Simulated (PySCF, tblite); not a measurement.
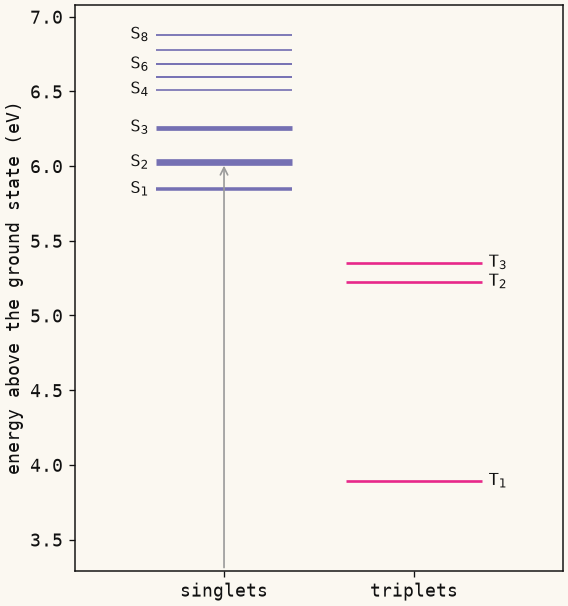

State diagram of C₆H₈BN, SMILES C#C[C@@H]1CN1BC=C. Vertical TDDFT excitations, PBE0/def2-SVPD with PySCF, at a GFN2-xTB geometry (a minimum by its frequencies), gas phase. Triplets in the Tamm-Dancoff approximation; only the lowest 8 singlets and 3 triplets were computed. Thicker singlet lines are brighter; the arrow marks the brightest. S0, at zero, lies below the range drawn.

How many of the triplet levels drawn lie below S1?

Answer. 3 of 3 (T1 3.89 eV, T2 5.22 eV, T3 5.35 eV; S1 5.85 eV).

What are the energy, strength and character of the state that the arrow marks?

Answer. S2 at 6.02 eV (206 nm), f = 0.313, mixed, the largest part being HOMO → LUMO (47 %).

What character does the calculation give T1?

Answer. Mainly HOMO → LUMO (78 %).

Known limits of this run: the tight-binding geometry is rougher than a DFT one and adds to the error; one conformer of a flexible molecule; core orbitals are frozen in the response.
